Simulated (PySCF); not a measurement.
# One shape, several levels: CH8InN (In(NH2Me)H3)

Aim: a comparison of 3 runs (HF/3-21G, PBE0/def2-SVP, MP2/STO-3G) of CH8InN (In(NH2Me)H3). The job is set up through a Python script.

The results are computed with PySCF 2.14.0.

**1. The system as given**

The species is CH8InN (11 atoms), meant as a singlet with charge 0. As SMILES, `[H][In]([H])([H])<-[NH2]C`. The shape comes from GFN2-xTB, which is rough for such elements, and wasn't checked as a minimum.

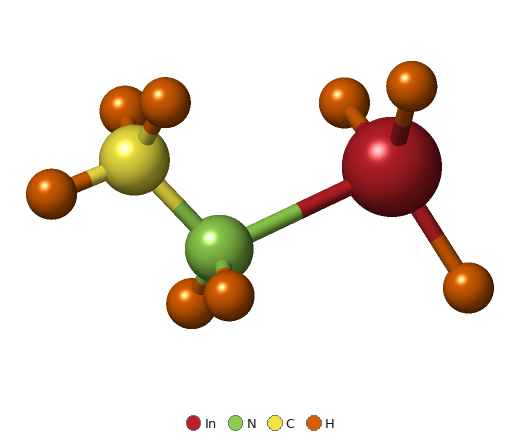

The structure, seen from a chosen angle (indium red, nitrogen green, carbon yellow, hydrogen orange).

**2. Energy and forces at HF/3-21G (run 1)**

File calc.py:

```python
from pyscf import gto, scf

system = gto.Mole()
system.atom = '''
In  -0.228850  -0.372700  -1.720370
N   -0.270260  -0.462760   0.616790
C    0.423250   0.702660   1.167530
H    0.171380  -1.318650   0.949950
H   -1.233730  -0.480950   0.948640
H    0.427610   0.711310   2.262100
H    1.450640   0.704260   0.800630
H   -0.064690   1.606340   0.799680
H    1.449260  -0.372450  -1.910910
H   -1.055760   1.092430  -1.887810
H   -1.068850  -1.809490  -2.026240
'''
system.verbose = 3
system.basis = '3-21g'
system.charge = 0
system.max_memory = 1860
system.build()

mf = scf.RHF(system)
mf.conv_tol = 1e-10
mf.kernel()
if not mf.converged:
    mf = mf.newton().run(mf.mo_coeff, mf.mo_occ)

energy = mf.e_tot
print('E(%s) = %.9f' % ('HF', energy))
grad = mf.nuc_grad_method().kernel()
dip = mf.dip_moment()
pop, q = mf.mulliken_pop()
```

Started as:

```console
$ OMP_NUM_THREADS=1 python calc.py
```

Log:

```text
converged SCF energy = -5811.14277759945
[... 9 lines left out ...]
Dipole moment(X, Y, Z, Debye):  0.10262,  0.12856,  5.59401
[... 77 lines left out ...]
charge of   10H =     -0.28040
```

Wall time 8.7 s (1 thread of Intel Xeon at 2.50GHz (Skylake/Cascade Lake), shared host); peak memory 0.14 GiB.

**3. Energy and gradient at PBE0/def2-SVP (core potential) (run 2)**

File run.py:

```python
import pyscf.grad
from pyscf import gto, dft

mol = gto.M(
    atom='''
In      -0.228850      -0.372700      -1.720370
N       -0.270260      -0.462760       0.616790
C        0.423250       0.702660       1.167530
H        0.171380      -1.318650       0.949950
H       -1.233730      -0.480950       0.948640
H        0.427610       0.711310       2.262100
H        1.450640       0.704260       0.800630
H       -0.064690       1.606340       0.799680
H        1.449260      -0.372450      -1.910910
H       -1.055760       1.092430      -1.887810
H       -1.068850      -1.809490      -2.026240
''',
    spin=0,
    ecp={'In': 'def2-svp'},
    max_memory=1860,
    basis='def2-svp',
    verbose=4,
)

calc0 = dft.RKS(mol)
calc0.xc = 'pbe0'
calc0.conv_tol = 1e-10
calc0.grids.level = 5
calc0.kernel()
if not calc0.converged:
    calc0 = calc0.newton().run(calc0.mo_coeff, calc0.mo_occ)

e_tot = calc0.e_tot
print('Final energy', e_tot)
grad = calc0.Gradients().kernel()
calc0.analyze()
```

Started as:

```console
$ OMP_NUM_THREADS=1 python run.py
```

Log:

```text
PySCF version 2.14.0

[... 98 lines left out ...]
Two-electron Energy =                  318.508479010030840
[... 13 lines left out ...]
MO #10  energy= -0.735917001042933 occ= 2
[... 11 lines left out ...]
MO #22  energy= 0.00338062111474535 occ= 0
[... 11 lines left out ...]
MO #34  energy= 0.221017179974905  occ= 0
[... 11 lines left out ...]
MO #46  energy= 0.665442004194358  occ= 0
[... 11 lines left out ...]
MO #58  energy= 1.21946481979754   occ= 0
[... 11 lines left out ...]
MO #70  energy= 1.77961013551445   occ= 0
[... 11 lines left out ...]
MO #82  energy= 2.43451899455944   occ= 0
[... 11 lines left out ...]
MO #94  energy= 61.2144551374336   occ= 0
[... 108 lines left out ...]
Dipole moment(X, Y, Z, Debye):  0.03893,  0.02244,  5.09815
```

Run time: 71 s. Hardware: 1 thread of Intel Xeon at 2.50GHz (Skylake/Cascade Lake), shared host; peak memory 0.93 GiB.

**4. Energy and gradient at MP2/STO-3G (run 3)**

File run.py:

```python
# In(NH2Me)H3
import pyscf.grad
from pyscf import gto, mp

molecule = gto.M(
    atom='''
In    -0.432464    -0.704301    -3.251028
N     -0.510717    -0.874490     1.165564
C      0.799827     1.327835     2.206312
H      0.323861    -2.491887     1.795145
H     -2.331412    -0.908864     1.792670
H      0.808066     1.344181     4.274749
H      2.741312     1.330859     1.512971
H     -0.122246     3.035543     1.511176
H      2.738704    -0.703828    -3.611097
H     -1.995097     2.064394    -3.567444
H     -2.019834    -3.419441    -3.829039
''',
    verbose=3,
    max_memory=1860,
    unit='bohr',
    basis='sto-3g',
    charge=0,
)

calc0 = molecule.RHF()
calc0.conv_tol = 1e-10
calc0.kernel()
if not calc0.converged:
    calc0 = calc0.newton().run(calc0.mo_coeff, calc0.mo_occ)

pt = mp.MP2(calc0, frozen=20).run()
e_final = pt.e_tot
print('E = %.10f Eh' % e_final)
grad = pt.Gradients().kernel()
calc0.analyze()
```

Started as:

```console
$ OMP_NUM_THREADS=1 python run.py
```

Log:

```text
converged SCF energy = -5778.67606917933
[... 14 lines left out ...]
MO #3   energy= -137.945467279006  occ= 2
[... 5 lines left out ...]
MO #9   energy= -24.6354724143941  occ= 2
[... 5 lines left out ...]
MO #15  energy= -15.4355059004909  occ= 2
[... 5 lines left out ...]
MO #21  energy= -1.21149720065042  occ= 2
[... 5 lines left out ...]
MO #27  energy= -0.494533348113488 occ= 2
[... 5 lines left out ...]
MO #33  energy= -0.349852962615495 occ= 2
[... 5 lines left out ...]
MO #39  energy= 0.585012441341773  occ= 0
[... 5 lines left out ...]
MO #45  energy= 0.707284028604266  occ= 0
[... 12 lines left out ...]
Dipole moment(X, Y, Z, Debye):  0.00804, -0.02552,  5.30293
```

Run time: 12 s. Hardware: 1 thread of Intel Xeon at 2.50GHz (Skylake/Cascade Lake), shared host; peak memory 0.2 GiB.

**5. Overview of the runs**

| run | level | core potential | integration grid | energy (Eh) | dipole moment (D) of the reference | HOMO energy (eV) | LUMO energy (eV) | wall time |
| --- | --- | --- | --- | --- | --- | --- | --- | --- |
| 1 | HF/3-21G | – | – | -5811.142778 | 5.60 | -9.94 | 3.04 | 8.7 s |
| 2 | PBE0/def2-SVP (core potential) | def2-svp | 5 | -287.576759 | 5.10 | -7.17 | 0.09 | 71 s |
| 3 | MP2/STO-3G | – | – | -5778.816857 | 5.30 | -7.36 | 10.18 | 12 s |

**6. Summary of results**

| quantity | value |
| --- | --- |
| run 3: total energy | -5778.81686 Eh |
| run 3: dipole moment (Hartree–Fock density) | 5.30 D |
| run 3: HOMO energy (Hartree–Fock orbitals) | -7.36 eV |
| run 3: LUMO energy (Hartree–Fock orbitals) | 10.18 eV |
| run 3: HOMO–LUMO gap (Hartree–Fock orbitals) | 17.54 eV |
| run 3: correlation energy (20 core orbitals frozen) | -140.8 mEh |
| run 3: largest force on an atom | 3.195 eV/Å |

**Reading.** Some runs of one species differ in core potentials or relativity; totals across that change don't compare. In run 3 the basis is minimal, so the values are rough. In runs 1, 3 relativity is left out where basis or elements ask for it. All runs together took 92 s, the longest 71 s.
